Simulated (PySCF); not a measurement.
B(F)(Cl)(Me), CH₃BClF, SMILES CB(F)Cl at its PBE0/def2-SVP optimised geometry (Å):

```
7

B     -0.5161    -0.1654     0.0000
F     -1.1846    -1.3051    -0.0133
Cl    -1.4859     1.3051     0.0000
C      1.0411    -0.1654     0.0000
H      1.4859     0.8301     0.1176
H      1.3942    -0.5987    -0.9519
H      1.4157    -0.8313     0.7945
```

Computed with PBE0/def2-TZVP run with PySCF.

Map of the deformation density (molecule minus spherical neutral atoms) (e/bohr³) on the plane z = 1.0 Å:

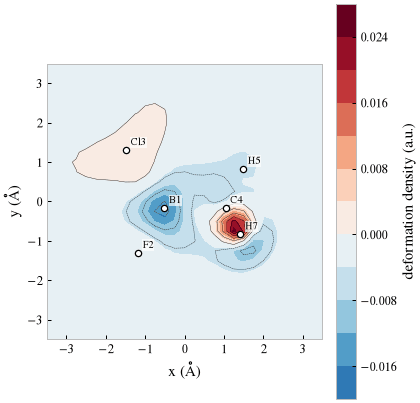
Deformation density (molecule minus spherical neutral atoms) (e/bohr³) on the plane z = 1.0 Å.
